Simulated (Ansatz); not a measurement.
## Electronic structure of ClH$_{3}$O$_{3}$Si in real space

Input

```
crystal:
  periodic: [false, false, false]
  atoms:
    - { symbol: Si, position_ang: [0.0, 0.0, 0.0] }
    - { symbol: Cl, position_ang: [0.0, 0.0, 2.13] }
    - { symbol: O, position_ang: [1.5842, 0.0, -0.5594] }
    - { symbol: H, position_ang: [1.9006, -0.9521, -0.6761] }
    - { symbol: O, position_ang: [-0.7913, 1.3709, -0.5594] }
    - { symbol: H, position_ang: [-1.7491, 1.1401, -0.7818] }
    - { symbol: O, position_ang: [-0.7913, -1.3709, -0.5594] }
    - { symbol: H, position_ang: [-1.2459, -1.8365, 0.2129] }
basis:
  gaussian: { orbitals: "6-31G" }
hamiltonian:
  xc: pbe0
  dispersion: d4
relax:
  f_tol: 0.02
  max_steps: 40
output:
  orbitals: {}
```

Launched as:

```sh
ansatz run input.yaml --threads 1 --pin off --max-ram 2048MiB --backend cpu --events-out ev --progress --plain --runs-dir out
```

The fields are those of the run's last geometry, not of the input's.

Computed with RKS PBE0-D4/6-31G in Ansatz 0.2.0.

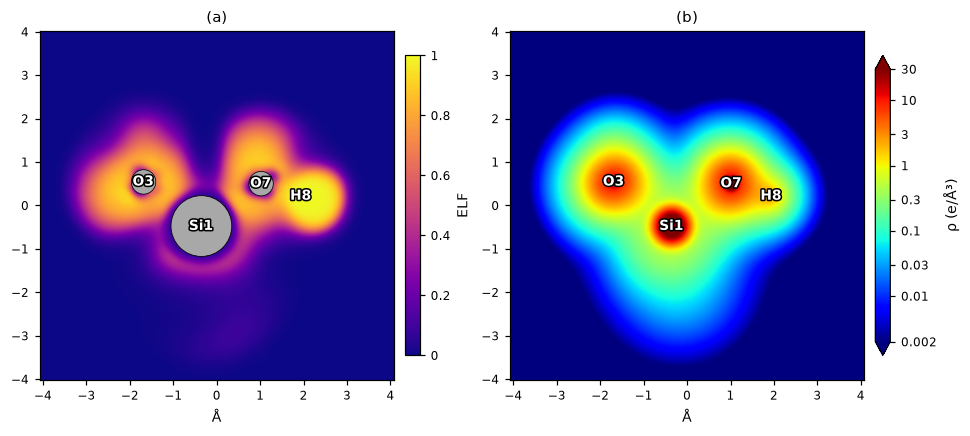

Figure 1. (a) electron localisation function; (b) total electron density on the plane of atoms Si1, O7 and H8. Grey discs cover the atomic cores in the ELF map.

Read the bonding off the picture.

Answer. The plane passes through Si, O and H nuclei. Si–O (1.68 Å): ρ is about 0.89 e/Å³ halfway; the ELF peaks at about 0.85 between the atoms; a shared but strongly polarised pair. O–H (0.97 Å): the density is about 3.5 e/Å³ at the midpoint; the ELF climbs to about 1 towards the hydrogen, as it does in any bond to H; an ordinary covalent bond to hydrogen. The ELF also peaks beside O3 and O7, away from the bonds: lone-pair regions.

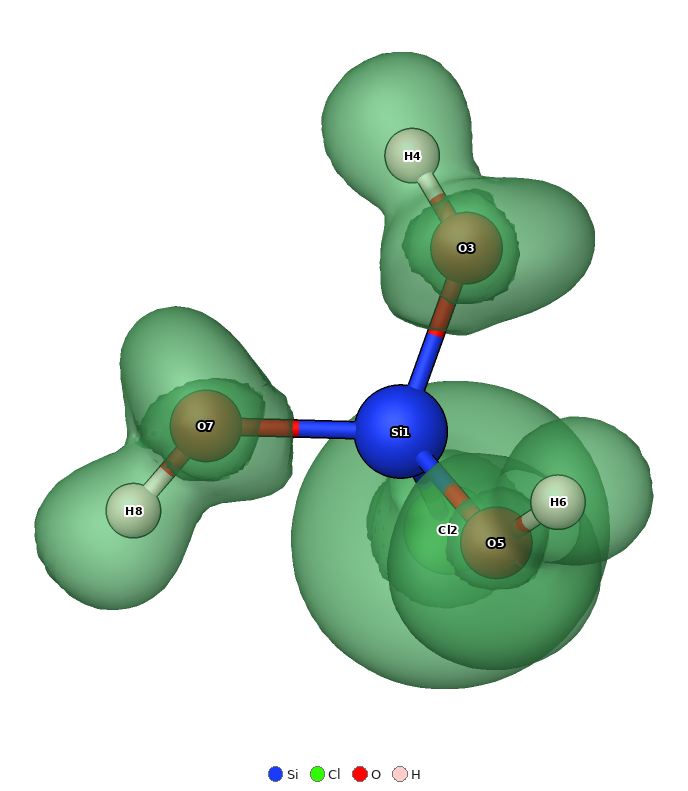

Figure 2. Isosurface of the electron localisation function at 0.75 (green), seen at a tilt. Core shells and regions of very low density are left out.

Where are the electrons localised?

Answer. The surface consists of one region on Cl in which the atom's valence shell and bonds are merged and three joined regions spread over several atoms (H, O), in which their bonds and any lone pairs are merged.


 Si–Cl (2.15 Å): the ELF peaks at about 0.80 between the atoms, as expected for a shared but strongly polarised pair.

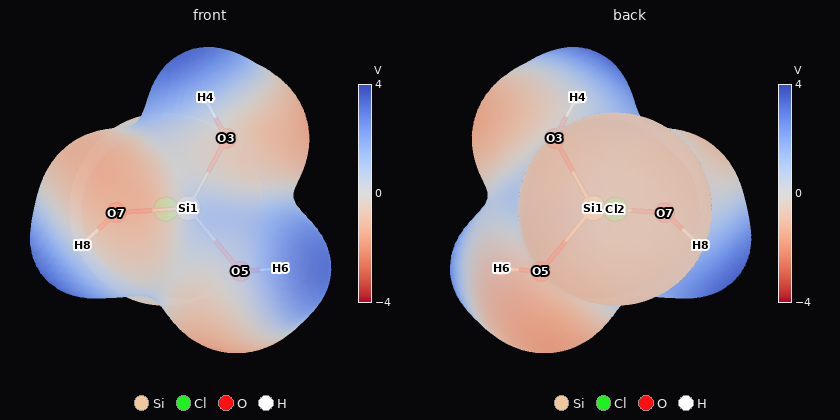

Figure 3. The molecular electrostatic potential painted on the density surface at 0.002 e/bohr³, seen from the front and from behind; the colour scale runs from red (negative) to blue (positive).

Describe the electrostatic potential map.

Answer. The most negative region (about −1.7 V, or −39 kcal/mol for a unit charge) lies over O5, the most positive (about +3.3 V, or +76 kcal/mol for a unit charge) over H4 and H8. O5 is the likeliest acceptor of a hydrogen bond.
